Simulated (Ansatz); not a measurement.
# Calculations on BH₂Cl₃

**1. Relaxation**

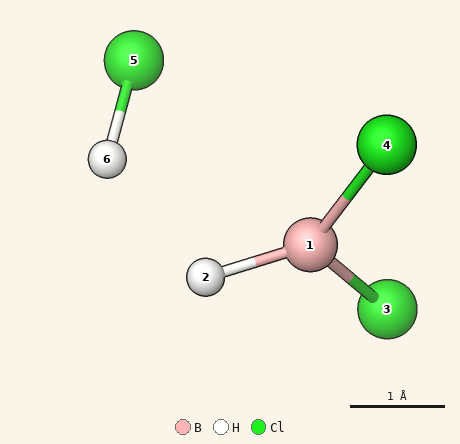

Starting structure of BH2Cl3. The picture is a ball-and-stick view, seen from a free direction.

The run prepares an end point of a later path (reaction) calculation, from a guessed geometry.

The calculation used RKS PBE0/def2-SVP (Ansatz).

The input:
```yaml
crystal:
  periodic: [false, false, false]
  atoms:
    - { symbol: B, position_ang: [0.001548, 0.241241, -0.076788] }
    - { symbol: H, position_ang: [0.00916, 0.357759, 1.11405] }
    - { symbol: Cl, position_ang: [1.508261, 0.269232, -0.940503] }
    - { symbol: Cl, position_ang: [-1.520274, 0.192194, -0.913681] }
    - { symbol: Cl, position_ang: [0.080783, -2.582032, 1.111299] }
    - { symbol: H, position_ang: [0.049422, -1.402094, 1.725323] }
basis:
  gaussian: { orbitals: def2-SVP }
hamiltonian:
  xc: pbe0
relax:
  f_tol: 0.03
  max_steps: 50
```

Command:
```bash
ansatz run input.yaml --threads 1 --pin off --max-ram 2048MiB --backend cpu --events-out ev --progress --plain --runs-dir out
```

### What does the optimiser find from here?

Over 9 accepted moves (12 points after the start) the energy falls by 0.090 eV. Largest force component: 1.1 eV/Å at the start, 0.0059 eV/Å at the end. The line search rejected the trial steps at points 2, 7, 10 of the run. The forces were under the threshold at step 6, but the run went on from there. The atom that moves furthest after the best rigid fit is H6 (0.77 Å). Largest moves by element: H 0.77 Å, B 0.23 Å, Cl 0.17 Å. Near-neighbour distances that change, for instance: Cl5–H6 1.331 → 1.286 Å.

Step by step:

```
step  E − E(0), eV  largest force component, eV/Å      note
   0        0.0000                         1.1474          
   1       -0.0411                         0.5548          
   2       -0.0149                         0.8146  rejected
   3       -0.0566                         0.4501          
   4       -0.0748                         0.2170          
   5       -0.0818                         0.1676          
   6       -0.0873                         0.0285          
   7       -0.0797                         0.6165  rejected
   8       -0.0884                         0.1324          
   9       -0.0896                         0.1343          
  10       -0.0888                         0.1146  rejected
  11       -0.0898                         0.0532          
  12       -0.0901                         0.0059
```

The structure at the end:

```xyz
6

B    -0.0032    0.4291   -0.2080
H     0.0030    0.6392    0.9735
Cl    1.5022    0.3609   -1.0781
Cl   -1.5199    0.2845   -1.0487
Cl    0.0858   -2.6615    1.1466
H     0.0610   -1.9759    2.2344
```

The end point in the same view:

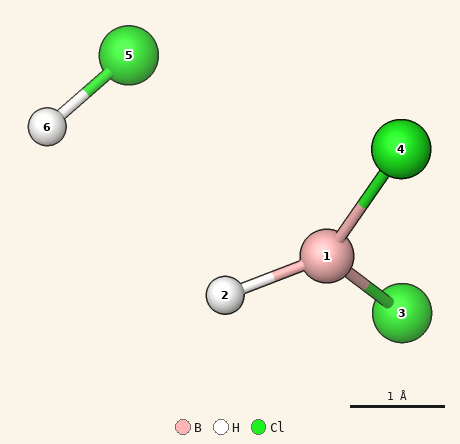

**2. Relaxation**

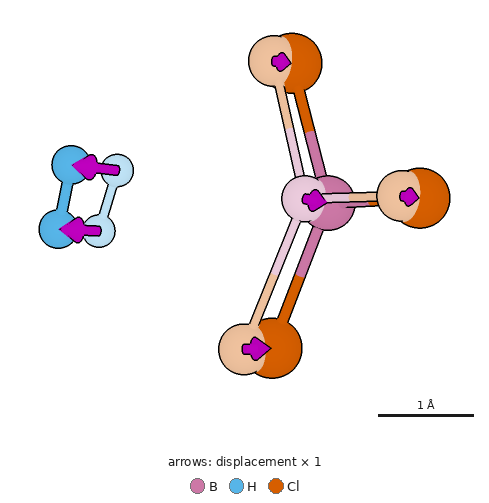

This is a relaxation of BH2Cl3. The starting structure is drawn faded, the final one solid; purple arrows show the displacements, at their true length. The two geometries are superimposed by the best rigid fit.

A ball-and-stick model, seen at a tilt.

The run prepares an end point of a later path (reaction) calculation, from a guessed geometry.

All numbers below come from RKS PBE0/def2-SVP (Ansatz 0.2.0). (no spin polarisation; force threshold 0.03 eV/Å; at most 50 steps)

Atoms of which element are displaced furthest, and by how much?

Hydrogen: up to 0.58 Å, against 0.34 Å for chlorine.

What happened in the run?

The largest move after the best rigid fit is that of an H atom, 0.58 Å. Largest moves by element: H 0.58 Å, Cl 0.34 Å, B 0.30 Å. Near-neighbour distances that change, for instance: B–Cl 1.813 → 1.743 Å, H–H 0.717 → 0.761 Å, B–Cl 1.734 → 1.741 Å. The energy falls by 21.9 kJ/mol in 5 accepted moves (6 points after the start). Largest force component: 1.8 eV/Å at the start, 0.025 eV/Å at the end. The line search rejected the trial step at point 2 of the run.

Limits of the set-up: the start holds two separate molecules, 2.4 Å apart at their closest, whose relative position is a soft coordinate and is computed without a dispersion correction.

**3. Path**

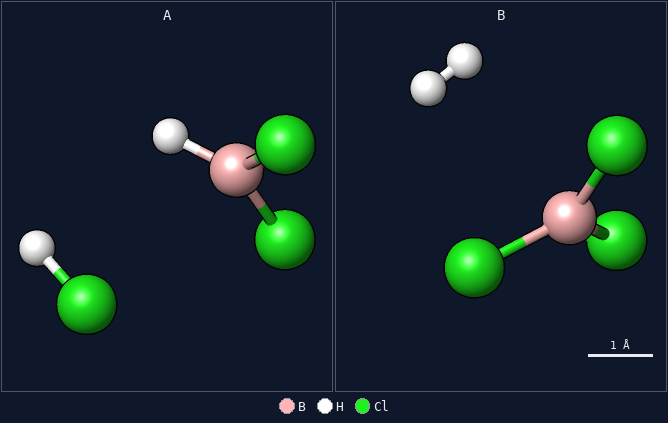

The two relaxed end points of a path for BH₂Cl₃, made up at the start of BHCl2 and HCl. Style: ball-and-stick. Shown from a free direction.

All numbers below come from Ansatz, RKS PBE0/def2-SVP.

Run with 7 movable images; climbing image; force threshold 0.05 eV/Å; iteration limit 60.

Start:
```xyz
6

B    -0.0033    0.4320   -0.2032
H     0.0030    0.6358    0.9794
Cl    1.5019    0.3684   -1.0739
Cl   -1.5202    0.2917   -1.0443
Cl    0.0861   -2.6657    1.1352
H     0.0614   -1.9859    2.2266
```

End:
```xyz
6

B     0.0208   -0.6764   -0.7208
H     0.0072    0.2719    2.4173
Cl    1.5061    0.1963   -0.9712
Cl   -1.5089    0.1233   -0.9458
Cl    0.0656   -2.3540   -0.2495
H     0.0381   -0.4848    2.4897
```

### Predict the minimum-energy path and its barrier.

The highest point, image 4, lies 0.83 eV above the start and 1.42 eV above the end; the end is at −0.59 eV relative to the start. Breaking: B1–H2 (1.20 → 1.30 at the top → 3.28 Å), Cl5–H6 (1.29 → 1.53 at the top → 3.32 Å). Forming: B1–Cl5 (3.38 → 2.10 at the top → 1.74 Å), H2–H6 (2.90 → 1.08 at the top → 0.76 Å). The band is converged. At the top, the vibrational analysis gives one imaginary mode (803i cm⁻¹), as a transition state must have.

Energies of the converged images:

```
image  path (Å)  E (eV)
    0      0.00   0.000
    1      0.50   0.015
    2      0.99   0.075
    3      1.49   0.355
    4      1.98   0.831
    5      2.56   0.146
    6      3.13  -0.372
    7      3.71  -0.555
    8      4.29  -0.587
```

The geometry at the top of the path:

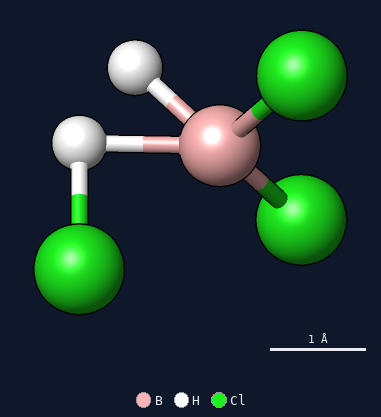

Limits of the set-up: the start holds two separate molecules, 2.9 Å apart at their closest, whose relative position is a soft coordinate and is computed without a dispersion correction.

The run took 8.6 min on 1 thread of Arm Neoverse V2, with other jobs on the host, peak memory 0.15 GiB.
